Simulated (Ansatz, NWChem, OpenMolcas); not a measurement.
# GeS (germanium sulfide): the energy, rung by rung

GeS: 2 atoms, total charge 0, spin state singlet. As SMILES, `[S+]#[Ge-]`. The bond length is the measured one.

```jsonl
{"atom": "S", "x (Å)": "0.0000", "y (Å)": "0.0000", "z (Å)": "0.0000"}
{"atom": "Ge", "x (Å)": "0.0000", "y (Å)": "0.0000", "z (Å)": "2.0121"}
```

Each level gives the energy change with the S1–Ge2 bond stretched from 2.012 to 3.018 Å (eV). The values are calculated.

```csv
level,kind,program,value (eV),CPU time (all runs)
SVWN5/aug-cc-pVTZ (restricted),LDA,Ansatz,3.93,15 s
M06-L/aug-cc-pVTZ (restricted),meta-GGA,OpenMolcas,4.00,71 s
TPSS/aug-cc-pVTZ (restricted),meta-GGA,NWChem,3.75,10 min
M06-2X/aug-cc-pVTZ (restricted),hybrid meta-GGA,OpenMolcas,4.52,65 s
wB97X/aug-cc-pVTZ (restricted),range-separated hybrid,Ansatz,4.92,68 s
MP2/aug-cc-pVTZ (restricted),perturbation theory,OpenMolcas,5.15,18 s
BCCD(T)/aug-cc-pVTZ (restricted),coupled cluster or CI,Ansatz,3.67,47 s
CCSD(T)/aug-cc-pVTZ (restricted),coupled cluster or CI,NWChem,3.35,28 min
```

All-electron rows without a relativistic Hamiltonian named are non-relativistic. The first shape isn't each level's own minimum. The values span 3.35 to 5.15 eV. The coupled-cluster rows rest on a doubtful reference here (large T1 or Brueckner and Hartree–Fock orbitals at odds), and rows may lie in different states. In the correlated wave-function rows the outer d shell of Ge is correlated, in sets not made for it. Times are those of the runs behind each value, whatever else they computed, on shared processors of several kinds: orders of magnitude only.

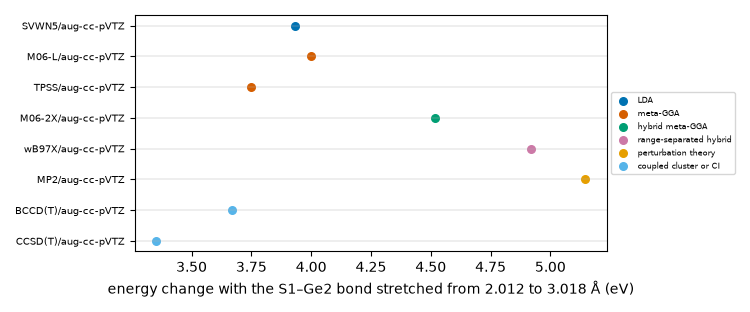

The values of the table, level by level.
